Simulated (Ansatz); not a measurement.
# Frequency calculation of Ge2H6Cl2O

Ge2H6Cl2O, computed with RKS PBE/def2-SVP (Ansatz 0.2.0).

It belongs to a series of runs on one base structure; here: vibrations at the highest image of the band. Figures and captions count atoms from 1; the log counts them from 0 in places.

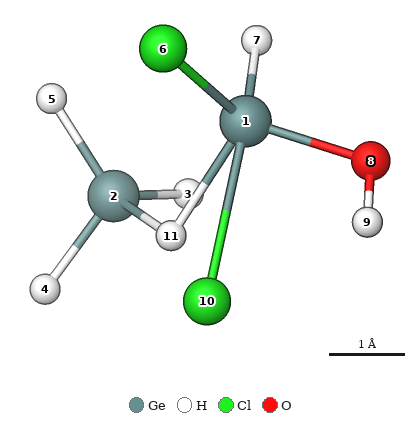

Figure 1. The structure as given in the input (ball-and-stick view, seen at a tilt; atoms are numbered from 1 in the order of the input). Sticks mark near contacts. Bond lengths as drawn: Cl–Ge 2.16 to 2.69 Å, Ge–H 1.55 to 1.87 Å, Ge–O 1.77 Å and H–O 0.98 Å.

### Key numbers

```json
{"quantity": "outcome", "value": "converged"}
{"quantity": "total energy", "value": "−140173.4314 eV"}
{"quantity": "mean-field energy", "value": "−140173.4314 eV"}
{"quantity": "largest force (length of the vector)", "value": "0.007 eV/Å"}
{"quantity": "hardware", "value": "4 threads of AMD EPYC (Zen 3), 24 GiB of memory available, shared host"}
{"quantity": "wall time", "value": "62 s (CPU time 3.8 min)"}
{"quantity": "peak memory", "value": "0.26 GiB"}
```

### The input
```yaml
crystal:
  periodic: [false, false, false]
  atoms:
    - { symbol: Ge, position_ang: [0.038301, -0.319472, 0.138161] }
    - { symbol: Ge, position_ang: [0.086298, 0.104793, 2.914806] }
    - { symbol: H, position_ang: [-1.447566, 0.149318, 3.111797] }
    - { symbol: H, position_ang: [0.797666, -0.621138, 4.083319] }
    - { symbol: H, position_ang: [0.665289, 1.523746, 2.699683] }
    - { symbol: Cl, position_ang: [1.866103, 0.409765, -0.763238] }
    - { symbol: H, position_ang: [-0.884139, 0.9308, 0.255291] }
    - { symbol: O, position_ang: [-1.014274, -1.476188, -0.697038] }
    - { symbol: H, position_ang: [-0.567317, -2.350341, -0.626065] }
    - { symbol: Cl, position_ang: [1.281567, -2.577588, 0.910419] }
    - { symbol: H, position_ang: [0.58057, -1.144497, 1.731264] }
basis:
  gaussian: { orbitals: def2-SVP }
hamiltonian:
  xc: pbe
phonons: {}
```

Launched with:
```bash
ansatz run input.yaml --threads 4 --pin off --max-ram 5120MiB --backend cpu --events-out ev --progress --plain --runs-dir out
```

### The program's output
```
Engine: ansatz 0.2.0, x86_64-unknown-linux-gnu
Functional definition: PBE
  parameter kappa = 0.804
  parameter beta = 0.06672455060314922
  exchange = pbe_x(kappa = kappa, mu = beta*pi^2/3)
  correlation = pbe_c(beta = beta)
1583 factors; their error is unknown
mean field evaluation 1: about -140166.8369 eV, gradient 6.3e1 eV
mean field evaluation 2: about -140066.8594 eV, gradient 2.0e2 eV
mean field evaluation 4: about -140172.6963 eV, gradient 2.0e1 eV
mean field evaluation 8: about -140173.5234 eV, gradient 2.6e-1 eV
mean field evaluation 16: about -140173.4314 eV, gradient 6.3e-4 eV
mean field -140173.43135417 eV, -5151.2785893014 hartree, gradient 2.7e-5 eV, S^2 0.000000; 0 other end points of the search recorded, 0 dependent functions left out
the calculation of the forces begins
reference -140173.43139236 eV, -5151.2785907049 hartree; 56, 56 occupied and 88, 88 virtual orbitals, 1583 factors
these checks for a lower state are left out or cut short: stability, starts, cluster_reference, orbital_swaps, neighbouring_geometries, increment
1583 factors; their error is unknown
mean field -140173.43127292 eV, -5151.2785863155 hartree, gradient 1.3e-6 eV, S^2 0.000000; 0 other end points of the search recorded, 0 dependent functions left out
[... from here on the field's lines of each further geometry are left out, up to the last ...]
the calculation of the forces begins
reference -140173.43137656 eV, -5151.2785901241 hartree; 56, 56 occupied and 88, 88 virtual orbitals, 1583 factors
these checks for a lower state are left out or cut short: stability, starts, cluster_reference, orbital_swaps, neighbouring_geometries, increment
1583 factors; their error is unknown
mean field evaluation 416: about -140173.4313 eV, gradient 2.3e-6 eV
mean field -140173.43134256 eV, -5151.2785888747 hartree, gradient 2.3e-6 eV, S^2 0.000000; 0 other end points of the search recorded, 0 dependent functions left out
the calculation of the forces begins
reference -140173.43138075 eV, -5151.2785902782 hartree; 56, 56 occupied and 88, 88 virtual orbitals, 1583 factors
WARN: phonons: modes at or below zero, which the zero-point energy, F, S and C_V leave out: 1, the lowest at -681.69 cm⁻¹. A minimum has none, and a first-order saddle one
Total energy: -140173.43139236 eV, -5151.2785907049 hartree
Atom 0 at     0.038301    -0.319472     0.138161 Å, force     0.001333     0.000303     0.001834 eV/Å
Atom 1 at     0.086298     0.104793     2.914806 Å, force    -0.000530     0.000481    -0.001072 eV/Å
Atom 2 at    -1.447566     0.149318     3.111797 Å, force     0.000214    -0.000159     0.000225 eV/Å
Atom 3 at     0.797666    -0.621138     4.083319 Å, force     0.000448    -0.000534     0.000503 eV/Å
Atom 4 at     0.665289     1.523746     2.699683 Å, force    -0.000319    -0.000297    -0.000153 eV/Å
Atom 5 at     1.866103     0.409765    -0.763238 Å, force     0.000112    -0.000073     0.000000 eV/Å
Atom 6 at    -0.884139     0.930800     0.255291 Å, force    -0.000149    -0.000064     0.000213 eV/Å
Atom 7 at    -1.014274    -1.476188    -0.697038 Å, force    -0.005474     0.002761    -0.002890 eV/Å
Atom 8 at    -0.567317    -2.350341    -0.626065 Å, force     0.004259    -0.002265     0.001969 eV/Å
Atom 9 at     1.281567    -2.577588     0.910419 Å, force     0.000143    -0.002197     0.000216 eV/Å
Atom 10 at     0.580570    -1.144497     1.731264 Å, force    -0.000036     0.002043    -0.000845 eV/Å
Dipole moment:    -0.268656     0.405196     0.442308 e Å
Vibrations: -681.69 43.96 100.54 114.64 132.87 146.56 189.16 248.43 296.20 314.53 413.74 430.17 517.23 689.85 706.10 736.93 753.73 775.17 826.71 836.27 999.26 1166.05 2034.52 2077.57 2109.64 2114.33 3589.61 cm⁻¹, zero-point energy 1.386376 eV
```

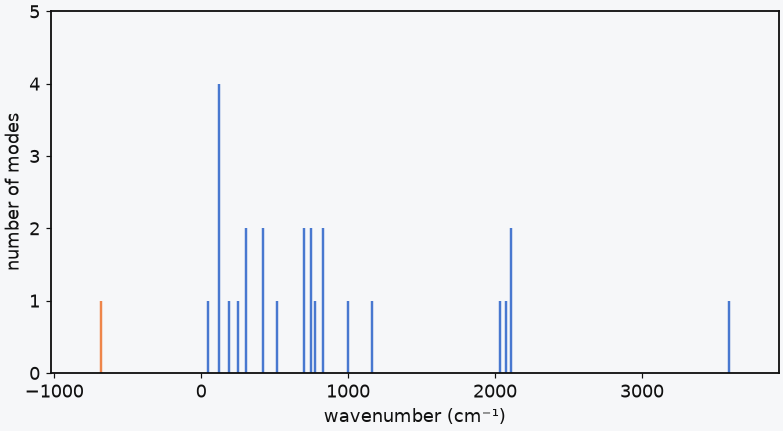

Figure 2. Harmonic vibrational wavenumbers from the force constants; neighbouring modes closer than 19 cm⁻¹ are counted in one stick, and imaginary ones are drawn at negative wavenumbers. 27 modes from 682i to 3590 cm⁻¹, 1 imaginary beyond 8i (682i cm⁻¹): a first-order saddle point, if the geometry is stationary.
